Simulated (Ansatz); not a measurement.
Level of theory: PBE (plane waves to 420 eV, PAW; Ansatz, a quantum-chemistry and plane-wave program).

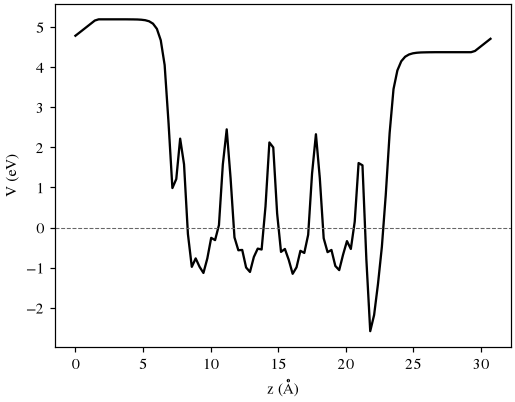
Electrostatic potential energy of an electron, averaged over planes parallel to the surface, in eV from the highest filled level, for the (001) surface of zinc-blende CdTe, full plane of Cd dimers (bottom of the slab: anion dimers)

Slab: 40 atoms, 14.8 Å thick at the start with caps and adatoms; k 3x3x1, smearing 0.025 eV, dipole-corrected; 8 atoms held, the rest relaxed; held to the start's symmetry, so lower structures may exist; no spin, no spin-orbit, no U. It is one candidate, not shown to be the stable structure of the face.

The vacuum level lies 4.37 eV above the highest filled level over the top face and 5.19 eV above it under the bottom face.
